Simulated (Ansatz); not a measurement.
## Nudged elastic band, with input and output: C4H10OSi (part 2 of 2)

Continued. System: C4H10OSi, SMILES C=CC(C)(O)[SiH3]. Method: RKS PBE0/cc-pVDZ (Ansatz 0.2.0). It belongs to a series of runs on one base structure; here: band between the two ends.

Geometry of the input (Å):
```
C  0.1051  -2.1103  -0.6935
C  -0.6605  -1.0225  -0.5774
C  -0.2116  0.3661  -0.2353
C  1.2363  0.6562  -0.6056
O  -1.1037  1.2422  -0.9382
Si -0.5404  0.6173  1.6538
H  -0.3396  -3.0838  -0.9091
H  1.1908  -2.0793  -0.5720
H  -1.7456  -1.1053  -0.7074
H  1.9373  -0.0061  -0.0760
H  1.5062  1.6925  -0.3444
H  1.3768  0.5238  -1.6903
H  -0.8701  2.1469  -0.6923
H  -0.3958  2.0877  1.9452
H  0.4316  -0.1474  2.5034
H  -1.9398  0.1993  1.9833
```

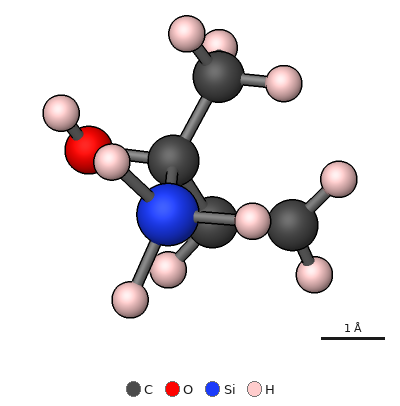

**Figure 1.** The starting structure (ball-and-stick view, seen at a tilt).

```
Total energy: -14224.05061870 eV, -522.7242188294 hartree
Atom 0 at     0.120515    -2.089310    -0.728510 Å, force    -0.002121    -0.007467     0.006144 eV/Å
Atom 1 at    -0.667172    -1.026622    -0.547474 Å, force     0.010600     0.010525    -0.002963 eV/Å
Atom 2 at    -0.246211     0.364141    -0.171061 Å, force    -0.039951     0.015837    -0.007743 eV/Å
Atom 3 at     1.182539     0.699882    -0.564284 Å, force     0.027376    -0.000917     0.002029 eV/Å
Atom 4 at    -1.183149     1.276173    -0.779466 Å, force     0.026823    -0.004160     0.007571 eV/Å
Atom 5 at    -0.531265     0.615829     1.723062 Å, force     0.003977    -0.011197     0.000045 eV/Å
Atom 6 at    -0.304761    -3.065886    -0.969251 Å, force    -0.003099     0.000138     0.000216 eV/Å
Atom 7 at     1.208741    -2.036381    -0.639505 Å, force    -0.001077     0.004762     0.002201 eV/Å
Atom 8 at    -1.753168    -1.133154    -0.648051 Å, force    -0.000958    -0.008317    -0.004127 eV/Å
Atom 9 at     1.909666     0.046278    -0.060314 Å, force    -0.005031     0.001488    -0.001541 eV/Å
Atom 10 at     1.431197     1.737438    -0.288123 Å, force    -0.004056     0.000965    -0.001295 eV/Å
Atom 11 at     1.317832     0.577880    -1.653093 Å, force    -0.003433     0.000144    -0.002141 eV/Å
Atom 12 at    -0.671205     1.923911    -1.277999 Å, force    -0.009542    -0.003012    -0.000061 eV/Å
Atom 13 at    -0.242094     2.049831     2.060077 Å, force     0.003755     0.000800    -0.002153 eV/Å
Atom 14 at     0.365322    -0.271655     2.538718 Å, force    -0.001262     0.001603     0.001643 eV/Å
Atom 15 at    -1.959787     0.308945     2.049575 Å, force    -0.002001    -0.001193     0.002173 eV/Å
Dipole moment:     0.322856     0.066042    -0.172553 e Å
this run last wrote the band of iteration 9 to [file]
```

The last band as extended XYZ (Å, eV, eV/Å):
```
16
Properties=species:S:1:pos:R:3:forces:R:3 image=0 energy=-14224.11050
C     0.1051   -2.1103   -0.6935   -0.0071   0.0028   0.0120
C    -0.6605   -1.0225   -0.5774    0.0006  -0.0028  -0.0033
C    -0.2116    0.3661   -0.2353    0.0000  -0.0090   0.0016
C     1.2363    0.6562   -0.6056    0.0030   0.0028   0.0005
O    -1.1037    1.2422   -0.9382   -0.0047   0.0093   0.0024
Si   -0.5404    0.6173    1.6538   -0.0004   0.0051  -0.0059
H    -0.3396   -3.0838   -0.9091    0.0025   0.0007  -0.0013
H     1.1908   -2.0793   -0.5720    0.0012  -0.0001  -0.0065
H    -1.7456   -1.1053   -0.7074    0.0037   0.0000  -0.0039
H     1.9373   -0.0061   -0.0760   -0.0005   0.0005  -0.0010
H     1.5062    1.6925   -0.3444    0.0016  -0.0001  -0.0006
H     1.3768    0.5238   -1.6903   -0.0012  -0.0002   0.0019
H    -0.8701    2.1469   -0.6923    0.0020  -0.0090  -0.0019
H    -0.3958    2.0877    1.9452   -0.0008  -0.0012   0.0043
H     0.4316   -0.1474    2.5034   -0.0016   0.0002  -0.0005
H    -1.9398    0.1993    1.9833    0.0016   0.0010   0.0023
16
Properties=species:S:1:pos:R:3:forces:R:3 image=1 energy=-14224.10840
C     0.1185   -2.1066   -0.7134   -0.0038  -0.0014   0.0072
C    -0.6607   -1.0333   -0.5611    0.0042  -0.0013  -0.0067
C    -0.2203    0.3594   -0.2257    0.0079   0.0024  -0.0101
C     1.2254    0.6583   -0.5963   -0.0051  -0.0021  -0.0015
O    -1.1153    1.2261   -0.9374   -0.0059   0.0011   0.0042
Si   -0.5456    0.6244    1.6632    0.0080  -0.0054  -0.0199
H    -0.3156   -3.0861   -0.9235   -0.0018   0.0004   0.0015
H     1.2071   -2.0566   -0.6319   -0.0010  -0.0033   0.0024
H    -1.7478   -1.1331   -0.6572    0.0007   0.0023  -0.0037
H     1.9323    0.0093   -0.0585    0.0039  -0.0032   0.0001
H     1.4830    1.7000   -0.3442    0.0081  -0.0012  -0.0022
H     1.3687    0.5174   -1.6795    0.0069  -0.0043  -0.0012
H    -0.8441    2.1336   -0.7487   -0.0095   0.0079   0.0200
H    -0.3289    2.0837    1.9631   -0.0139   0.0023   0.0003
H     0.3854   -0.1906    2.5124   -0.0031   0.0080   0.0034
H    -1.9651    0.2714    1.9831    0.0044  -0.0023   0.0060
16
Properties=species:S:1:pos:R:3:forces:R:3 image=2 energy=-14224.09797
C     0.1221   -2.1039   -0.7151   -0.0018  -0.0087   0.0040
C    -0.6636   -1.0373   -0.5525    0.0070   0.0025  -0.0017
C    -0.2322    0.3577   -0.2144    0.0059   0.0019  -0.0229
C     1.2087    0.6696   -0.5899   -0.0053  -0.0047  -0.0010
O    -1.1361    1.2175   -0.9252    0.0059  -0.0054  -0.0056
Si   -0.5442    0.6228    1.6789    0.0058  -0.0054  -0.0306
H    -0.3054   -3.0849   -0.9320   -0.0035  -0.0002   0.0061
H     1.2108   -2.0471   -0.6384   -0.0009  -0.0016   0.0067
H    -1.7504   -1.1434   -0.6461    0.0002  -0.0027  -0.0018
H     1.9232    0.0234   -0.0594    0.0070  -0.0071   0.0006
H     1.4590    1.7116   -0.3295    0.0128  -0.0044  -0.0089
H     1.3485    0.5370   -1.6747    0.0136  -0.0107  -0.0054
H    -0.7763    2.1118   -0.8742   -0.0306   0.0328   0.0667
H    -0.2899    2.0710    1.9983   -0.0136   0.0040  -0.0087
H     0.3715   -0.2259    2.5131   -0.0051   0.0144   0.0029
H    -1.9688    0.2974    2.0054    0.0026  -0.0047  -0.0005
16
Properties=species:S:1:pos:R:3:forces:R:3 image=3 energy=-14224.07892
C     0.1225   -2.1007   -0.7176   -0.0034  -0.0054   0.0021
C    -0.6659   -1.0374   -0.5470    0.0082   0.0015   0.0021
C    -0.2409    0.3580   -0.1999    0.0068   0.0001  -0.0218
C     1.1950    0.6807   -0.5832   -0.0085  -0.0080  -0.0021
O    -1.1591    1.2215   -0.8917    0.0127  -0.0092  -0.0298
Si   -0.5397    0.6207    1.6958    0.0002  -0.0029  -0.0291
H    -0.3028   -3.0800   -0.9460   -0.0009  -0.0045   0.0106
H     1.2110   -2.0425   -0.6382    0.0008  -0.0024   0.0069
H    -1.7521   -1.1455   -0.6436    0.0000  -0.0068  -0.0009
H     1.9152    0.0338   -0.0614    0.0063  -0.0068   0.0003
H     1.4431    1.7215   -0.3148    0.0086  -0.0052  -0.0116
H     1.3323    0.5540   -1.6694    0.0111  -0.0120  -0.0082
H    -0.7160    2.0701   -1.0113   -0.0300   0.0493   0.0934
H    -0.2684    2.0623    2.0262   -0.0068   0.0044  -0.0123
H     0.3689   -0.2460    2.5205   -0.0065   0.0158   0.0021
H    -1.9660    0.3070    2.0260    0.0015  -0.0078  -0.0020
16
Properties=species:S:1:pos:R:3:forces:R:3 image=4 energy=-14224.05899
C     0.1221   -2.0959   -0.7225   -0.0013  -0.0024   0.0038
C    -0.6666   -1.0339   -0.5456   -0.0011   0.0072   0.0077
C    -0.2460    0.3601   -0.1850    0.0087   0.0009  -0.0180
C     1.1861    0.6911   -0.5748   -0.0151  -0.0054  -0.0022
O    -1.1775    1.2411   -0.8408    0.0105  -0.0145  -0.0222
Si   -0.5339    0.6178    1.7109   -0.0143   0.0000  -0.0172
H    -0.3030   -3.0734   -0.9585    0.0012  -0.0091   0.0062
H     1.2103   -2.0385   -0.6389    0.0057  -0.0049   0.0049
H    -1.7526   -1.1422   -0.6443   -0.0005  -0.0092  -0.0026
H     1.9100    0.0412   -0.0619    0.0037  -0.0034  -0.0010
H     1.4338    1.7302   -0.3010    0.0034  -0.0034  -0.0092
H     1.3217    0.5676   -1.6623    0.0075  -0.0082  -0.0086
H    -0.6789    2.0068   -1.1488   -0.0097   0.0475   0.0681
H    -0.2537    2.0552    2.0465    0.0055   0.0031  -0.0101
H     0.3672   -0.2615    2.5310   -0.0035   0.0127  -0.0002
H    -1.9619    0.3114    2.0404   -0.0006  -0.0109   0.0006
16
Properties=species:S:1:pos:R:3:forces:R:3 image=5 energy=-14224.05059
C     0.1205   -2.0893   -0.7285   -0.0021  -0.0075   0.0061
C    -0.6672   -1.0266   -0.5475    0.0106   0.0105  -0.0030
C    -0.2462    0.3641   -0.1711   -0.0400   0.0158  -0.0077
C     1.1825    0.6999   -0.5643    0.0274  -0.0009   0.0020
O    -1.1831    1.2762   -0.7795    0.0268  -0.0042   0.0076
Si   -0.5313    0.6158    1.7231    0.0040  -0.0112   0.0000
H    -0.3048   -3.0659   -0.9693   -0.0031   0.0001   0.0002
H     1.2087   -2.0364   -0.6395   -0.0011   0.0048   0.0022
H    -1.7532   -1.1332   -0.6481   -0.0010  -0.0083  -0.0041
H     1.9097    0.0463   -0.0603   -0.0050   0.0015  -0.0015
H     1.4312    1.7374   -0.2881   -0.0041   0.0010  -0.0013
H     1.3178    0.5779   -1.6531   -0.0034   0.0001  -0.0021
H    -0.6712    1.9239   -1.2780   -0.0095  -0.0030  -0.0001
H    -0.2421    2.0498    2.0601    0.0038   0.0008  -0.0022
H     0.3653   -0.2717    2.5387   -0.0013   0.0016   0.0016
H    -1.9598    0.3089    2.0496   -0.0020  -0.0012   0.0022
16
Properties=species:S:1:pos:R:3:forces:R:3 image=6 energy=-14224.06739
C     0.1149   -2.0773   -0.7335   -0.0028   0.0006  -0.0079
C    -0.6688   -1.0114   -0.5503   -0.0046   0.0207   0.0042
C    -0.2439    0.3753   -0.1574   -0.0147   0.0153  -0.0017
C     1.1870    0.7093   -0.5488    0.0053   0.0046   0.0175
O    -1.1679    1.3259   -0.7170    0.0309   0.0298   0.0371
Si   -0.5247    0.6132    1.7371    0.0028  -0.0036  -0.0026
H    -0.3136   -3.0519   -0.9770   -0.0018   0.0062  -0.0059
H     1.2031   -2.0288   -0.6421    0.0001   0.0023   0.0034
H    -1.7553   -1.1159   -0.6501   -0.0013   0.0036  -0.0053
H     1.9139    0.0479   -0.0553    0.0029   0.0024   0.0020
H     1.4352    1.7452   -0.2708    0.0011   0.0042   0.0079
H     1.3184    0.5915   -1.6397    0.0027   0.0073   0.0060
H    -0.7103    1.7887   -1.4298   -0.0324  -0.0712  -0.0810
H    -0.2239    2.0416    2.0825    0.0144  -0.0059   0.0112
H     0.3688   -0.2921    2.5346   -0.0064  -0.0076   0.0054
H    -1.9559    0.3159    2.0617    0.0037  -0.0087   0.0096
16
Properties=species:S:1:pos:R:3:forces:R:3 image=7 energy=-14224.10195
C     0.1055   -2.0607   -0.7397   -0.0073   0.0087  -0.0068
C    -0.6719   -0.9907   -0.5489    0.0012   0.0215   0.0051
C    -0.2364    0.3914   -0.1478   -0.0058   0.0195  -0.0021
C     1.1997    0.7156   -0.5328    0.0025  -0.0006   0.0270
O    -1.1366    1.3690   -0.6880    0.0358   0.0204   0.0269
Si   -0.5195    0.6138    1.7479    0.0177   0.0042  -0.0101
H    -0.3278   -3.0323   -0.9875   -0.0083   0.0107  -0.0078
H     1.1940   -2.0197   -0.6468   -0.0023   0.0085  -0.0030
H    -1.7593   -1.0899   -0.6457   -0.0040   0.0097  -0.0042
H     1.9233    0.0477   -0.0435    0.0079   0.0014   0.0089
H     1.4478    1.7507   -0.2553    0.0077   0.0060   0.0111
H     1.3310    0.6013   -1.6244    0.0090   0.0068   0.0082
H    -0.7890    1.6350   -1.5496   -0.0574  -0.0910  -0.0868
H    -0.2074    2.0351    2.1090    0.0072  -0.0043   0.0202
H     0.3748   -0.3073    2.5243   -0.0098  -0.0121   0.0027
H    -1.9510    0.3184    2.0731    0.0060  -0.0096   0.0109
16
Properties=species:S:1:pos:R:3:forces:R:3 image=8 energy=-14224.13150
C     0.0934   -2.0409   -0.7496   -0.0034  -0.0011  -0.0064
C    -0.6746   -0.9671   -0.5427    0.0003   0.0211   0.0057
C    -0.2247    0.4107   -0.1429   -0.0098   0.0017  -0.0019
C     1.2191    0.7184   -0.5158    0.0082  -0.0014   0.0194
O    -1.1037    1.3984   -0.6906    0.0236   0.0068  -0.0030
Si   -0.5144    0.6186    1.7535    0.0255   0.0127  -0.0159
H    -0.3487   -3.0074   -1.0019   -0.0075   0.0116  -0.0039
H     1.1827   -2.0077   -0.6637   -0.0042   0.0091  -0.0114
H    -1.7639   -1.0584   -0.6297   -0.0012   0.0066  -0.0001
H     1.9337    0.0463   -0.0184    0.0048   0.0014   0.0116
H     1.4695    1.7534   -0.2417    0.0082   0.0029   0.0071
H     1.3593    0.6021   -1.6059    0.0107   0.0011   0.0078
H    -0.8927    1.4764   -1.6317   -0.0494  -0.0578  -0.0380
H    -0.1992    2.0335    2.1363   -0.0040  -0.0012   0.0198
H     0.3852   -0.3145    2.5081   -0.0097  -0.0071   0.0038
H    -1.9439    0.3153    2.0808    0.0078  -0.0065   0.0054
16
Properties=species:S:1:pos:R:3:forces:R:3 image=9 energy=-14224.14482
C     0.0812   -2.0206   -0.7812    0.0012  -0.0072  -0.0033
C    -0.6765   -0.9499   -0.5273   -0.0025   0.0145   0.0024
C    -0.2108    0.4243   -0.1380   -0.0110  -0.0090  -0.0003
C     1.2419    0.7117   -0.4948    0.0064  -0.0035   0.0108
O    -1.0747    1.4112   -0.7089    0.0088  -0.0037  -0.0118
Si   -0.5120    0.6346    1.7564    0.0229   0.0105  -0.0182
H    -0.3727   -2.9821   -1.0311   -0.0019   0.0039  -0.0013
H     1.1729   -1.9882   -0.7377   -0.0018   0.0051  -0.0127
H    -1.7688   -1.0394   -0.5744    0.0004  -0.0034   0.0016
H     1.9413    0.0427    0.0287    0.0006   0.0019   0.0052
H     1.4955    1.7492   -0.2336    0.0011   0.0003   0.0009
H     1.4017    0.5787   -1.5796    0.0032  -0.0026   0.0029
H    -0.9898    1.3368   -1.6706   -0.0160  -0.0079  -0.0002
H    -0.2107    2.0499    2.1493   -0.0080  -0.0004   0.0117
H     0.3963   -0.2945    2.5053   -0.0082   0.0014   0.0102
H    -1.9379    0.3130    2.0820    0.0049  -0.0001   0.0021
16
Properties=species:S:1:pos:R:3:forces:R:3 image=10 energy=-14224.14729
C     0.0767   -2.0079   -0.8379    0.0059  -0.0019   0.0008
C    -0.6761   -0.9557   -0.5042    0.0005  -0.0079  -0.0001
C    -0.2022    0.4173   -0.1248   -0.0030   0.0090  -0.0031
C     1.2545    0.6931   -0.4746   -0.0004   0.0059   0.0041
O    -1.0597    1.4007   -0.7142   -0.0003  -0.0030   0.0042
Si   -0.5140    0.6625    1.7636    0.0030  -0.0042  -0.0008
H    -0.3804   -2.9694   -1.0822   -0.0008   0.0037  -0.0015
H     1.1681   -1.9587   -0.8716   -0.0060   0.0010   0.0016
H    -1.7679   -1.0613   -0.4845   -0.0010   0.0005   0.0024
H     1.9461    0.0356    0.0736    0.0013  -0.0022   0.0002
H     1.5057    1.7361   -0.2341    0.0005  -0.0011   0.0001
H     1.4275    0.5379   -1.5541    0.0005  -0.0030  -0.0035
H    -1.0246    1.2657   -1.6722    0.0010   0.0020  -0.0058
H    -0.2181    2.0847    2.1343   -0.0010   0.0000   0.0004
H     0.3841   -0.2510    2.5437   -0.0015   0.0015   0.0008
H    -1.9427    0.3476    2.0837    0.0012  -0.0003   0.0002
```

Summary:

- outcome: converged
- barrier, forward: 0.060 eV
- barrier, backward: 0.097 eV
- wall time: 9.2 min (CPU time 18 min)
- peak memory: 0.44 GiB

The order of the saddle point was not checked.
